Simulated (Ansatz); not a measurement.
# La on Al(110): change of the work function, part 2 of 5

Aim: the work function of Al(110) at several coverages of La (hollow site), and the dipole that each adsorbate carries.

Ansatz 0.2.0; plane-wave DFT, PBE, Ansatz PAW (the session's first sound run).

So far, work function, upper face (eV): step 2 (the clean slab) 3.99.

## 3. The covered slab, k-mesh 3×4×1, coverage 0.111 ML

System of this step: La/Al(110). The cell holds 46 atoms: 45 Al and 1 La. Cell: a = 12.150 Å, b = 8.591 Å, c = 26.024 Å, α = 90.0°, β = 90.0°, γ = 90.0°. Vacuum lies along c.

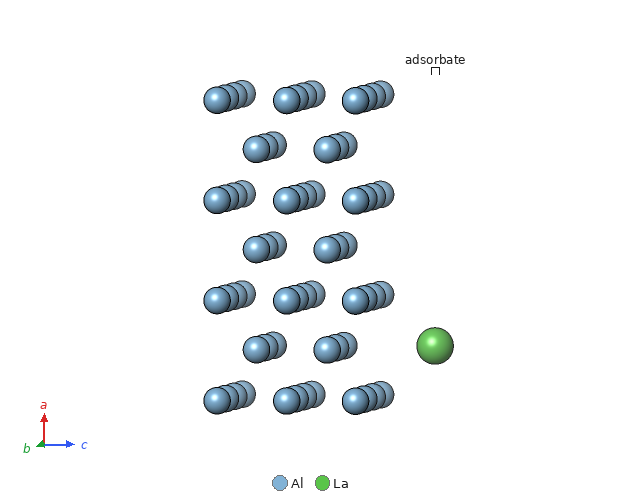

The cell of this step (aluminium light blue, lanthanum green). Some periodic images of atoms are drawn too.

The clean slab as it ended is repeated in the plane and the adsorbate is set on one face; the cell's size fixes the coverage, and the k-mesh shrinks with it to keep the sampling density about even. Adsorbate and upper layers relax, since the dipole depends on the height.

input.yaml reads:

```yaml
crystal:
  lattice:
    - [12.15, 0.0, 0.0]
    - [0.0, 8.5913473914, 0.0]
    - [0.0, 0.0, 26.0241839411]
  atoms:
    - { symbol: Al, position: [0.0, 0.0, 0.3458321698] }
    - { symbol: Al, position: [0.1666666667, 0.1666666667, 0.4008537311] }
    - { symbol: Al, position: [0.0, 0.0, 0.4547506225] }
    - { symbol: Al, position: [0.1666666667, 0.1666666667, 0.5114680888] }
    - { symbol: Al, position: [0.0, 0.0, 0.5623454634] }
    - { symbol: Al, position: [0.0, 0.3333333333, 0.3458321698] }
    - { symbol: Al, position: [0.1666666667, 0.5, 0.4008537311] }
    - { symbol: Al, position: [0.0, 0.3333333333, 0.4547506225] }
    - { symbol: Al, position: [0.1666666667, 0.5, 0.5114680888] }
    - { symbol: Al, position: [0.0, 0.3333333333, 0.5623454634] }
    - { symbol: Al, position: [0.0, 0.6666666667, 0.3458321698] }
    - { symbol: Al, position: [0.1666666667, 0.8333333333, 0.4008537311] }
    - { symbol: Al, position: [0.0, 0.6666666667, 0.4547506225] }
    - { symbol: Al, position: [0.1666666667, 0.8333333333, 0.5114680888] }
    - { symbol: Al, position: [0.0, 0.6666666667, 0.5623454634] }
    - { symbol: Al, position: [0.3333333333, 0.0, 0.3458321698] }
    - { symbol: Al, position: [0.5, 0.1666666667, 0.4008537311] }
    - { symbol: Al, position: [0.3333333333, 0.0, 0.4547506225] }
    - { symbol: Al, position: [0.5, 0.1666666667, 0.5114680888] }
    - { symbol: Al, position: [0.3333333333, 0.0, 0.5623454634] }
    - { symbol: Al, position: [0.3333333333, 0.3333333333, 0.3458321698] }
    - { symbol: Al, position: [0.5, 0.5, 0.4008537311] }
    - { symbol: Al, position: [0.3333333333, 0.3333333333, 0.4547506225] }
    - { symbol: Al, position: [0.5, 0.5, 0.5114680888] }
    - { symbol: Al, position: [0.3333333333, 0.3333333333, 0.5623454634] }
    - { symbol: Al, position: [0.3333333333, 0.6666666667, 0.3458321698] }
    - { symbol: Al, position: [0.5, 0.8333333333, 0.4008537311] }
    - { symbol: Al, position: [0.3333333333, 0.6666666667, 0.4547506225] }
    - { symbol: Al, position: [0.5, 0.8333333333, 0.5114680888] }
    - { symbol: Al, position: [0.3333333333, 0.6666666667, 0.5623454634] }
    - { symbol: Al, position: [0.6666666667, 0.0, 0.3458321698] }
    - { symbol: Al, position: [0.8333333333, 0.1666666667, 0.4008537311] }
    - { symbol: Al, position: [0.6666666667, 0.0, 0.4547506225] }
    - { symbol: Al, position: [0.8333333333, 0.1666666667, 0.5114680888] }
    - { symbol: Al, position: [0.6666666667, 0.0, 0.5623454634] }
    - { symbol: Al, position: [0.6666666667, 0.3333333333, 0.3458321698] }
    - { symbol: Al, position: [0.8333333333, 0.5, 0.4008537311] }
    - { symbol: Al, position: [0.6666666667, 0.3333333333, 0.4547506225] }
    - { symbol: Al, position: [0.8333333333, 0.5, 0.5114680888] }
    - { symbol: Al, position: [0.6666666667, 0.3333333333, 0.5623454634] }
    - { symbol: Al, position: [0.6666666667, 0.6666666667, 0.3458321698] }
    - { symbol: Al, position: [0.8333333333, 0.8333333333, 0.4008537311] }
    - { symbol: Al, position: [0.6666666667, 0.6666666667, 0.4547506225] }
    - { symbol: Al, position: [0.8333333333, 0.8333333333, 0.5114680888] }
    - { symbol: Al, position: [0.6666666667, 0.6666666667, 0.5623454634] }
    - { symbol: La, position: [0.1666666667, 0.1666666667, 0.6541678302] }
kpoints:
  mp_grid: { grid: [3, 4, 1] }
hamiltonian:
  xc: pbe
scf:
  occupations: { method: fermi_dirac, width: 0.1 }
  convergence: { dr2_threshold: 1.0e-08 }
efield:
  axis: 3
  dipole_correction: true
  ramp_position: 0.97
  ramp_width: 0.06
relax:
  f_tol: 0.02
  max_steps: 60
  constraints:
    - { sites: [0, 1, 5, 6, 10, 11, 15, 16, 20, 21, 25, 26, 30, 31, 35, 36, 40, 41] }
output:
  bader: true
  write_potential: true
  write_density: true
  volumetric_format: npy
```

The run is started by

```
ansatz run input.yaml --threads 4 --pin off --max-ram 6144MiB --backend cpu --events-out ev --progress --plain --runs-dir out
```

Numbers of over 12 decimals in the logs are rounded to 6 here.

The log of the run:

```text
[...]
Crystal: 46 atoms, lattice volume = 2716.531 Å³
Basis set: ecut = 420 eV, 53107 PW (Γ), exchange–correlation on 180×120×360 points (8 copies of the dense FFT grid, shifted against one another)
Bands: 119, of which v1, the nominal top of the filled ones, is band 73 counted from 1 (72 counted from 0)
Symmetry: 4 space group operations
[...]
k-points: 6 of 12
[...]
SCF iter   1: F=—  HF=-30425.011556 eV  |F-HF|=—  |Δ(HF+E_count)|=         —  Δρ=1.40e-3  dr2=1.94e-1  ethr=1.77e-3  p=0.704 e·Å  D=4.69e-2 V/Å  ΔV_dip=-1.22 eV  dr2_dipole=9.42e-3  V_vac-E_F(+/−)=2.75/3.97 eV  ⟨swp⟩=14.7  Hψ=4853  notcnv=0  defer=1
[...]
SCF iter  11: F=-30425.011687 eV  HF=-30425.011687 eV  |F-HF|=9.17e-10  |Δ(HF+E_count)|=   1.20e-8  Δρ=1.34e-7  dr2=1.40e-9  ethr=6.85e-12  p=0.736 e·Å  D=4.90e-2 V/Å  ΔV_dip=-1.28 eV  dr2_dipole=9.16e-11  V_vac-E_F(+/−)=2.69/3.97 eV  ⟨swp⟩=11.2  Hψ=4874  notcnv=0
SCF 1 converged in 11 iterations: F = -30425.011687 eV  dr2 = 1.40e-9
[...]
relax step   1: F+E_penalty+E_count = -30425.01168691 eV  Δ(F+E_penalty+E_count) = +0.000e0 eV  max|allowed force component| = 2.317e0 eV/Å  Δτ_max = 0.0000 Å  (11 SCF iters, accepted)
[...]
SCF iter   9: F=-30425.499377 eV  HF=-30425.499377 eV  |F-HF|=6.85e-9  |Δ(HF+E_count)|=   5.02e-8  Δρ=1.89e-7  dr2=3.54e-9  ethr=2.62e-12  p=0.731 e·Å  D=4.87e-2 V/Å  ΔV_dip=-1.27 eV  dr2_dipole=3.99e-10  V_vac-E_F(+/−)=2.69/3.96 eV  ⟨swp⟩=11.8  Hψ=5085  notcnv=0
SCF 2 converged in 9 iterations: F = -30425.499377 eV  dr2 = 3.54e-9
relax step   2: F+E_penalty+E_count = -30425.49937663 eV  Δ(F+E_penalty+E_count) = -4.877e-1 eV  max|allowed force component| = 1.925e0 eV/Å  Δτ_max = 0.2000 Å  (9 SCF iters, accepted)
SCF iter   1: F=—  HF=-30425.865066 eV  |F-HF|=—  |Δ(HF+E_count)|=         —  Δρ=1.61e-3  dr2=4.34e-1  ethr=2.44e-3  p=0.731 e·Å  D=4.87e-2 V/Å  ΔV_dip=-1.27 eV  dr2_dipole=5.87e-2  V_vac-E_F(+/−)=2.71/3.97 eV  ⟨swp⟩=3.8  Hψ=1444  notcnv=0
[...]
SCF iter   9: F=-30425.835011 eV  HF=-30425.835011 eV  |F-HF|=3.02e-9  |Δ(HF+E_count)|=   2.74e-8  Δρ=1.81e-7  dr2=2.08e-9  ethr=6.85e-12  p=0.696 e·Å  D=4.63e-2 V/Å  ΔV_dip=-1.21 eV  dr2_dipole=7.04e-11  V_vac-E_F(+/−)=2.75/3.95 eV  ⟨swp⟩=11.3  Hψ=4885  notcnv=0
SCF 3 converged in 9 iterations: F = -30425.835011 eV  dr2 = 2.08e-9
relax step   3: F+E_penalty+E_count = -30425.83501111 eV  Δ(F+E_penalty+E_count) = -3.356e-1 eV  max|allowed force component| = 1.124e0 eV/Å  Δτ_max = 0.1979 Å  (9 SCF iters, accepted)
[...]
relax step   4: F+E_penalty+E_count = -30425.98726109 eV  Δ(F+E_penalty+E_count) = -1.522e-1 eV  max|allowed force component| = 1.552e-1 eV/Å  Δτ_max = 0.1948 Å  (8 SCF iters, accepted)
[...]
relax step   5: F+E_penalty+E_count = -30426.00257122 eV  Δ(F+E_penalty+E_count) = -1.531e-2 eV  max|allowed force component| = 4.307e-1 eV/Å  Δτ_max = 0.1949 Å  (8 SCF iters, accepted)
[...]
relax step   6: F+E_penalty+E_count = -30426.03642413 eV  Δ(F+E_penalty+E_count) = -3.385e-2 eV  max|allowed force component| = 4.828e-2 eV/Å  Δτ_max = 0.0926 Å  (8 SCF iters, accepted)
SCF iter   1: F=—  HF=-30426.035484 eV  |F-HF|=—  |Δ(HF+E_count)|=         —  Δρ=1.21e-4  dr2=1.01e-3  ethr=2.32e-5  p=0.629 e·Å  D=4.19e-2 V/Å  ΔV_dip=-1.09 eV  dr2_dipole=2.18e-5  V_vac-E_F(+/−)=2.87/3.96 eV  ⟨swp⟩=3.0  Hψ=1419  notcnv=0
[...]
SCF iter   7: F=-30426.036781 eV  HF=-30426.036781 eV  |F-HF|=9.16e-9  |Δ(HF+E_count)|=   1.97e-8  Δρ=1.28e-7  dr2=5.54e-10  ethr=6.85e-12  p=0.631 e·Å  D=4.21e-2 V/Å  ΔV_dip=-1.09 eV  dr2_dipole=1.18e-11  V_vac-E_F(+/−)=2.86/3.96 eV  ⟨swp⟩=9.5  Hψ=4178  notcnv=0
SCF 7 converged in 7 iterations: F = -30426.036781 eV  dr2 = 5.54e-10
relax step   7: F+E_penalty+E_count = -30426.03678107 eV  Δ(F+E_penalty+E_count) = -3.569e-4 eV  max|allowed force component| = 1.576e-2 eV/Å  Δτ_max = 0.0128 Å  (7 SCF iters, accepted)
NSCF: frozen V_eff on 6 k-points
[...]
SCF converged after 7 iterations
Free energy (F): -30426.036781 eV
[...]
Internal energy: -30425.378738 eV  (E = F + TS)
E sigma→0 (E₀):  -30425.707760 eV
Entropy (-TS):   -0.658043 eV (-14.305 meV/atom)
Fermi energy:    -0.066342 eV
Dipole field:    D = 0.042056 V/Å  (p = 0.631362 e·Å, saw-weighted, corrected)
Work function:   Φ+ = 2.8619 eV   Φ− = 3.9563 eV
[...]
--- Forces (eV/Å), atoms counted from 1 ---
  atom   1  Al     0.00023784     0.04861522     0.19472124
  atom   2  Al     0.00000000     0.00000000    -0.19817331
  atom   3  Al     0.00015722    -0.00110093    -0.00027139
  atom   4  Al     0.00000000     0.00000000     0.00967051
  atom   5  Al     0.00022351     0.00142221     0.00010897
  atom   6  Al     0.00023784    -0.04861522     0.19472124
  atom   7  Al     0.00000000     0.06077050    -0.19385588
  atom   8  Al     0.00015722     0.00110093    -0.00027139
  atom   9  Al     0.00000000    -0.00075401     0.00192012
  atom  10  Al     0.00022351    -0.00142221     0.00010897
  atom  11  Al     0.00278209     0.00000000     0.23342513
  atom  12  Al     0.00000000    -0.06077050    -0.19385588
  atom  13  Al     0.00078027     0.00000000     0.00054198
  atom  14  Al     0.00000000     0.00075401     0.00192012
  atom  15  Al    -0.00042587     0.00000000    -0.00018256
  atom  16  Al    -0.00023784     0.04861522     0.19472124
  atom  17  Al    -0.05847057     0.00000000    -0.21274887
  atom  18  Al    -0.00015722    -0.00110093    -0.00027139
  atom  19  Al     0.00140086     0.00000000    -0.00158048
  atom  20  Al    -0.00022351     0.00142221     0.00010897
  atom  21  Al    -0.00023784    -0.04861522     0.19472124
  atom  22  Al    -0.03556639    -0.01082093    -0.21827052
  atom  23  Al    -0.00015722     0.00110093    -0.00027139
  atom  24  Al     0.00030892     0.00062213    -0.00003204
  atom  25  Al    -0.00022351    -0.00142221     0.00010897
  atom  26  Al    -0.00278209     0.00000000     0.23342513
  atom  27  Al    -0.03556639     0.01082093    -0.21827052
  atom  28  Al    -0.00078027     0.00000000     0.00054198
  atom  29  Al     0.00030892    -0.00062213    -0.00003204
  atom  30  Al     0.00042587     0.00000000    -0.00018256
  atom  31  Al     0.00000000    -0.04412087     0.22115650
  atom  32  Al     0.05847057     0.00000000    -0.21274887
  atom  33  Al     0.00000000    -0.00029665     0.00074407
  atom  34  Al    -0.00140086     0.00000000    -0.00158048
  atom  35  Al     0.00000000     0.00069401    -0.00001445
  atom  36  Al     0.00000000     0.04412087     0.22115650
  atom  37  Al     0.03556639    -0.01082093    -0.21827052
  atom  38  Al     0.00000000     0.00029665     0.00074407
  atom  39  Al    -0.00030892     0.00062213    -0.00003204
  atom  40  Al     0.00000000    -0.00069401    -0.00001445
  atom  41  Al     0.00000000     0.00000000     0.20048775
  atom  42  Al     0.03556639     0.01082093    -0.21827052
  atom  43  Al     0.00000000     0.00000000    -0.00016998
  atom  44  Al    -0.00030892    -0.00062213    -0.00003204
  atom  45  Al     0.00000000     0.00000000     0.00012722
  atom  46  La     0.00000000     0.00000000    -0.01576145
  max |Σ_I F_I| component: 1.69e-5 eV/Å
--- Band table (eV; the first three rows and the last of 6) ---
  k-point 0: bands = [... 69 lower, -0.5948, -0.5846, -0.5796, -0.3033, -0.1405, -0.1284, -0.0261, 0.1775, ... 42 higher]
  k-point 1: bands = [... 69 lower, -0.2747, -0.0381, -0.0033, 0.0239, 0.0334, 0.0364, 0.1461, 0.2615, ... 42 higher]
  k-point 2: bands = [... 69 lower, -0.5286, -0.4911, -0.4261, -0.3615, -0.3265, 0.2616, 0.3141, 0.4912, ... 42 higher]
  k-point 5: bands = [... 69 lower, -0.3455, 0.1467, 0.2747, 0.2972, 0.3798, 0.3937, 0.4412, 0.4903, ... 42 higher]
--- Relaxed structure (7 steps of the walk, 7 accepted, 0 SCFs on fresh bases) ---
  F+E_penalty+E_count = -30426.03678107 eV   max|allowed force component| = 1.576e-2 eV/Å
  atoms:
    - { symbol: Al, position: [1.666665959832375e-11, 1.666665959832375e-11, 0.3458321698] }
    - { symbol: Al, position: [0.166667, 0.166667, 0.4008537311] }
    - { symbol: Al, position: [1.715953253494843e-5, -0.000446753, 0.453946] }
    - { symbol: Al, position: [0.166667, 0.166667, 0.508686] }
    - { symbol: Al, position: [-0.00550947, -0.00586652, 0.561048] }
    - { symbol: Al, position: [1.666665959832375e-11, 0.333333, 0.3458321698] }
    - { symbol: Al, position: [0.166667, 0.500000, 0.4008537311] }
    - { symbol: Al, position: [1.715953253494843e-5, 0.333780, 0.453946] }
    - { symbol: Al, position: [0.166667, 0.500897, 0.511328] }
    - { symbol: Al, position: [-0.00550947, 0.339200, 0.561048] }
    - { symbol: Al, position: [1.666665959832375e-11, 0.666667, 0.3458321698] }
    - { symbol: Al, position: [0.166667, 0.833333, 0.4008537311] }
    - { symbol: Al, position: [0.000787678, 0.666667, 0.453574] }
    - { symbol: Al, position: [0.166667, 0.832437, 0.511328] }
    - { symbol: Al, position: [-0.00216278, 0.666667, 0.560284] }
    - { symbol: Al, position: [0.333333, 1.666665959832375e-11, 0.3458321698] }
    - { symbol: Al, position: [0.500000, 0.166667, 0.4008537311] }
    - { symbol: Al, position: [0.333316, -0.000446753, 0.453946] }
    - { symbol: Al, position: [0.500250, 0.166667, 0.509623] }
    - { symbol: Al, position: [0.338843, -0.00586652, 0.561048] }
    - { symbol: Al, position: [0.333333, 0.333333, 0.3458321698] }
    - { symbol: Al, position: [0.500000, 0.500000, 0.4008537311] }
    - { symbol: Al, position: [0.333316, 0.333780, 0.453946] }
    - { symbol: Al, position: [0.499979, 0.501688, 0.509568] }
    - { symbol: Al, position: [0.338843, 0.339200, 0.561048] }
    - { symbol: Al, position: [0.333333, 0.666667, 0.3458321698] }
    - { symbol: Al, position: [0.500000, 0.833333, 0.4008537311] }
    - { symbol: Al, position: [0.332546, 0.666667, 0.453574] }
    - { symbol: Al, position: [0.499979, 0.831645, 0.509568] }
    - { symbol: Al, position: [0.335496, 0.666667, 0.560284] }
    - { symbol: Al, position: [0.666667, 1.666665959832375e-11, 0.3458321698] }
    - { symbol: Al, position: [0.833333, 0.166667, 0.4008537311] }
    - { symbol: Al, position: [0.666667, -0.00115631, 0.453999] }
    - { symbol: Al, position: [0.833084, 0.166667, 0.509623] }
    - { symbol: Al, position: [0.666667, -0.000117116, 0.560190] }
    - { symbol: Al, position: [0.666667, 0.333333, 0.3458321698] }
    - { symbol: Al, position: [0.833333, 0.500000, 0.4008537311] }
    - { symbol: Al, position: [0.666667, 0.334490, 0.453999] }
    - { symbol: Al, position: [0.833354, 0.501688, 0.509568] }
    - { symbol: Al, position: [0.666667, 0.333450, 0.560190] }
    - { symbol: Al, position: [0.666667, 0.666667, 0.3458321698] }
    - { symbol: Al, position: [0.833333, 0.833333, 0.4008537311] }
    - { symbol: Al, position: [0.666667, 0.666667, 0.453410] }
    - { symbol: Al, position: [0.833354, 0.831645, 0.509568] }
    - { symbol: Al, position: [0.666667, 0.666667, 0.559971] }
    - { symbol: La, position: [0.166667, 0.166667, 0.626216] }
--- Bader charges: 46 sites ---
  site symbol  charge [e]  shift [e]
     0     Al      0.0550     0.0001
     1     Al      0.0078     0.0000
     2     Al     -0.0926     0.0005
     3     Al     -0.0474     0.0000
     4     Al     -0.1009     0.0007
     5     Al      0.0550     0.0001
     6     Al     -0.0328     0.0000
     7     Al     -0.0927     0.0005
     8     Al      0.0139     0.0001
     9     Al     -0.1009     0.0007
    10     Al      0.0535     0.0001
    11     Al     -0.0328     0.0000
    12     Al     -0.0737     0.0004
    13     Al      0.0139     0.0001
    14     Al     -0.0634     0.0002
    15     Al      0.0549     0.0001
    16     Al     -0.0464     0.0000
    17     Al     -0.0926     0.0005
    18     Al     -0.0026     0.0001
    19     Al     -0.1009     0.0007
    20     Al      0.0550     0.0001
    21     Al     -0.0328     0.0000
    22     Al     -0.0926     0.0005
    23     Al      0.0238     0.0001
    24     Al     -0.1009     0.0007
    25     Al      0.0535     0.0001
    26     Al     -0.0328     0.0000
    27     Al     -0.0737     0.0004
    28     Al      0.0238     0.0001
    29     Al     -0.0634     0.0002
    30     Al      0.0645     0.0002
    31     Al     -0.0464     0.0000
    32     Al     -0.0663     0.0005
    33     Al     -0.0026     0.0001
    34     Al     -0.0016     0.0003
    35     Al      0.0645     0.0002
    36     Al     -0.0328     0.0000
    37     Al     -0.0663     0.0005
    38     Al      0.0238     0.0001
    39     Al     -0.0015     0.0003
    40     Al      0.0617     0.0001
    41     Al     -0.0328     0.0000
    42     Al     -0.0600     0.0003
    43     Al      0.0238     0.0001
    44     Al     -0.0158     0.0002
    45     La      0.9537     0.0000
  estimated error of the sums over rays = 5.0e-4 e
```

It took 10 min on 4 threads of Arm Neoverse V1, shared host; peak memory 5 GiB.

Relaxation path:

| step | energy less that of the first step (eV) | largest force component (eV/Å) |
| --- | --- | --- |
| 1 | 0.0000 | 2.3166 |
| 2 | -0.4877 | 1.9248 |
| 3 | -0.8233 | 1.1241 |
| 4 | -0.9756 | 0.1552 |
| 5 | -0.9909 | 0.4307 |
| 6 | -1.0247 | 0.0483 |
| 7 | -1.0251 | 0.0158 |

The run keeps the 4 symmetry operations that it works with, so distortions that break them were not tested.

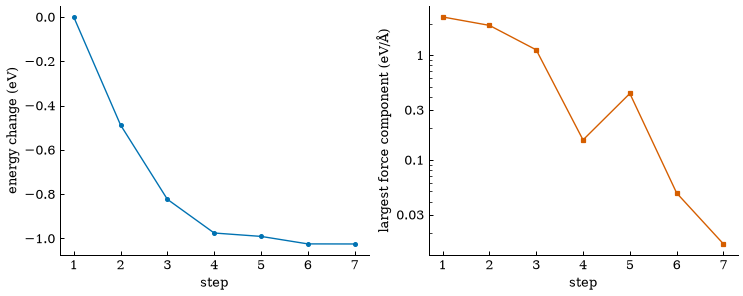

Energy and largest force along the relaxation.

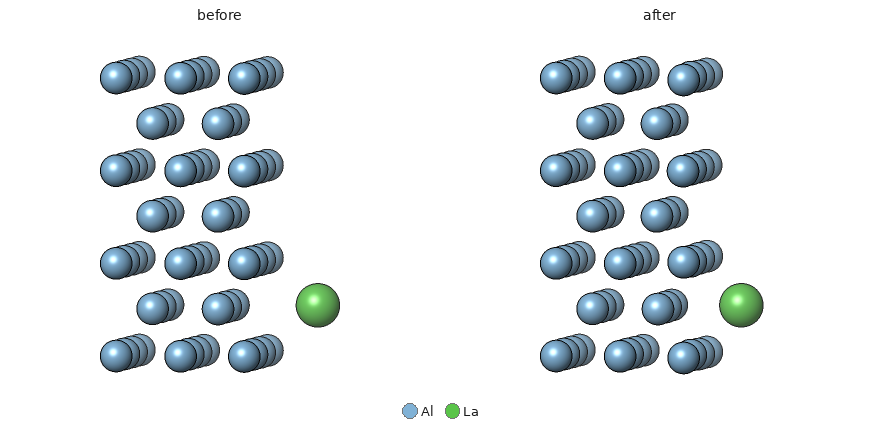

The structure before and after the relaxation, drawn at the same scale.

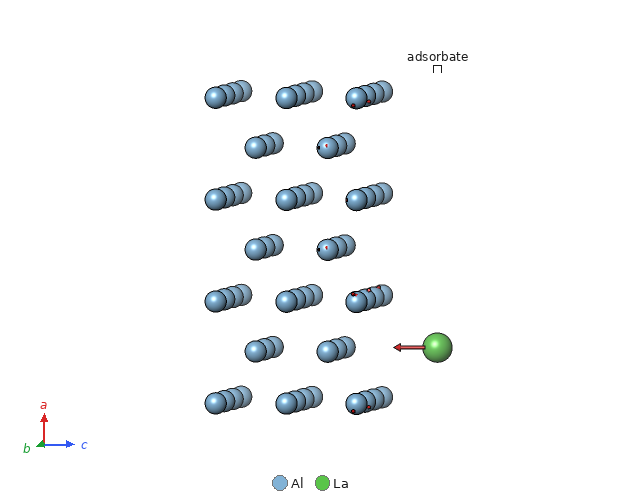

Displacements in the relaxation, exaggerated; the longest in the cell stands for 0.73 Å. Some periodic images of atoms are drawn too.

The atoms that moved most (Å):

| atom | dx | dy | dz | length |
| --- | --- | --- | --- | --- |
| La46 | 0.000 | 0.000 | -0.727 | 0.727 |
| Al5 | -0.067 | -0.050 | -0.034 | 0.090 |
| Al10 | -0.067 | 0.050 | -0.034 | 0.090 |
| Al20 | 0.067 | -0.050 | -0.034 | 0.090 |
| Al25 | 0.067 | 0.050 | -0.034 | 0.090 |
| Al4 | 0.000 | 0.000 | -0.072 | 0.072 |
| Al45 | 0.000 | 0.000 | -0.062 | 0.062 |
| Al15 | -0.026 | 0.000 | -0.054 | 0.060 |

Numbers from this step:

```
energy at zero smearing        : -30425.7078 eV
work function, upper face      : 2.862 eV
work function, lower face      : 3.956 eV
dipole along the normal        : 0.6314 e·Å
step between the vacuum levels : -1.094 eV
```

Running mean over 1.432 Å of the planar mean; the ramp of the sawtooth is left out. The electron's electrostatic potential energy less the Fermi level by z:

| z (Å) | electron's electrostatic potential energy less the Fermi level (eV) |
| --- | --- |
| 4 | 3.96 |
| 6 | 3.92 |
| 8 | 0.667 |
| 10 | -4.63 |
| 12 | -4.66 |
| 14 | -4.92 |
| 16 | 0.766 |
| 18 | 2.74 |
| 20 | 2.86 |
| 22 | 2.86 |

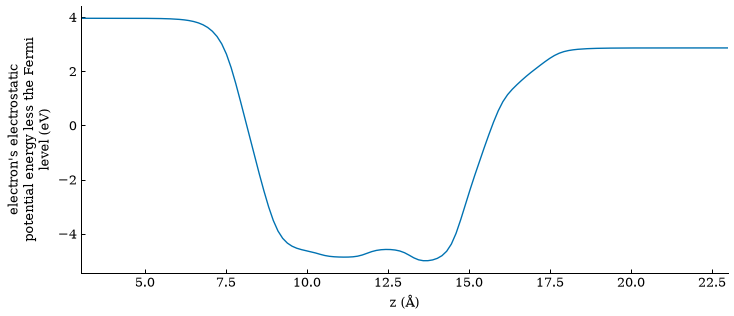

Electron's electrostatic potential energy less the Fermi level against z.

The relaxation took 7 steps and lowered the energy by 1.0 eV; the largest force on the free atoms ends at 0.016 eV/Å.

The covered face has 2.86 eV, -1.13 eV against the clean one; the bare back face has moved by -0.04 eV, a measure of how thin the slab is.

[end of part 2 of 5]

[Logs are printed without paths, hosts, clocks, repeated set-up lines and the standing remarks that a program may print on its own settings, such as how far it seeks lower states.]

[Hosts, paths, dates, database ids (printed as entryN), source tags and the programs' standing remarks are cut or masked in the printed files.]

[Maps of the electrostatic potential energy from Ansatz leave out the sawtooth potential of an applied field or a dipole correction, so their vacuum need not be flat; planar profiles and work functions include it.]
